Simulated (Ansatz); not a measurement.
Base system: GaP in the zinc blende structure (space group F-43m, No. 216; a = 5.439 Å).

Now apply this change: a hydrostatic pressure of 0.9 GPa.

Method: DFT with PBEsol, PAW potentials and a 420 eV plane-wave cutoff in Ansatz (a first-principles code), scalar-relativistic without spin-orbit coupling.

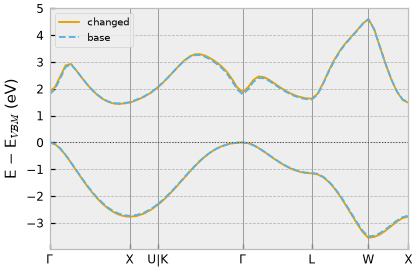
Figure: Highest valence and lowest conduction band along the path, each from its own valence-band maximum

The gap is 1.43 eV, indirect, Γ → Γ–X (87 % along); the base has 1.45 eV.

Load acts through the strain it causes; cell and atoms are relaxed under it. Whether these cells are dynamically stable was not tested.
